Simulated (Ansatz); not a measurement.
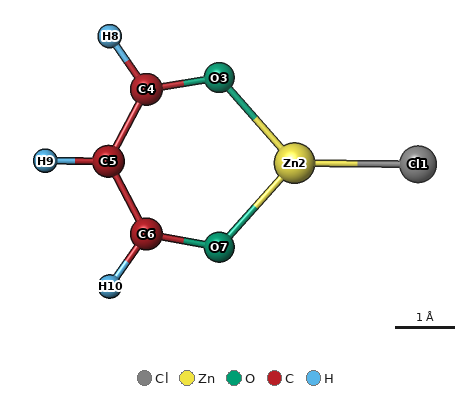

Fig. 1: The structure as given in the input (ball-and-stick view, seen on its broad side; atoms are numbered from 1 in the order of the input). Sticks mark near contacts. Bond lengths as drawn: Cl–Zn 2.11 Å, C–C 1.39 Å, C–H 1.08 to 1.10 Å, C–O 1.26 Å and O–Zn 1.94 Å.

## C₃H₃ClO₂Zn: single-point calculation

C₃H₃ClO₂Zn, computed with RHF-MP2, frozen core with 3s3p of Cu, Zn/def2-TZVPP (Ansatz 0.2.0).

The geometry comes from this level: PBE0-D4/def2-TZVP.

**What the program printed**
```
Functional definition: HF
  name "HF"
  cite "Fock, Z. Phys. 61, 126 (1930) doi:10.1007/BF01340294"
  parent pbe
  exchange = exact_x
  correlation = 0
1927 factors; integrals over basis functions are off by at most 8.0e-4 eV
mean field evaluation 1: about -68094.4140 eV, gradient 4.5e1 eV
mean field evaluation 2: about -68094.9408 eV, gradient 4.5e1 eV
mean field evaluation 4: about -68099.2086 eV, gradient 6.7e0 eV
mean field evaluation 8: about -68099.3056 eV, gradient 7.7e-1 eV
mean field evaluation 16: about -68099.3069 eV, gradient 2.3e-6 eV
mean field -68099.30694005 eV, -2502.6033706788 hartree, gradient 2.3e-6 eV, S^2 0.000000; 0 other end points of the search recorded, 0 dependent functions left out
19 core orbitals not correlated: weight in the atoms' cores, before any rotation towards them, 1.000 or more for the frozen orbitals, at most 0.000 for the correlated occupied ones
reference -68099.30694005 eV, -2502.6033706788 hartree; 23, 23 occupied and 261, 261 virtual orbitals, 1927 factors
second order -43.70093778 eV of doubles, -0.00000000 eV of singles
Total energy: -68143.00787783 eV, -2504.2093505206 hartree
```

This output came from the following input.

**Input file**
```yaml
crystal:
  periodic: [false, false, false]
  atoms:
    - {symbol: Cl, position_ang: [1.854478, -3.225713, 1.589118]}
    - {symbol: Zn, position_ang: [0.886271, -1.539511, 0.757650]}
    - {symbol: O, position_ang: [-0.290814, -1.350247, -0.766628]}
    - {symbol: C, position_ang: [-0.776648, -0.233556, -1.105033]}
    - {symbol: C, position_ang: [-0.575450, 0.999487, -0.491869]}
    - {symbol: C, position_ang: [0.223170, 1.196289, 0.630763]}
    - {symbol: O, position_ang: [0.881793, 0.326772, 1.269282]}
    - {symbol: H, position_ang: [-1.430543, -0.254928, -1.985877]}
    - {symbol: H, position_ang: [-1.072251, 1.861525, -0.915818]}
    - {symbol: H, position_ang: [0.300003, 2.219882, 1.018411]}
basis:
  gaussian: {orbitals: def2-TZVPP}
correlation: {method: mp2, frozen_orbitals: {C: 1, Cl: 5, H: 0, O: 1, Zn: 9}}
```

Command:
```bash
ansatz run in.yaml --threads 4 --pin off --events-out ev --progress --plain --max-ram 11315MiB
```

**Key numbers**

| quantity | value |
| --- | --- |
| outcome | converged |
| total energy | −68143.0079 eV |
| mean-field energy | −68099.3069 eV |
| SCF solution under orbital rotations | stable |
| hardware | 4 threads of Arm Neoverse V1, 23 GiB of memory available, shared host |
| wall time | 8.5 s (CPU time 32 s) |
| peak memory | 1 GiB |
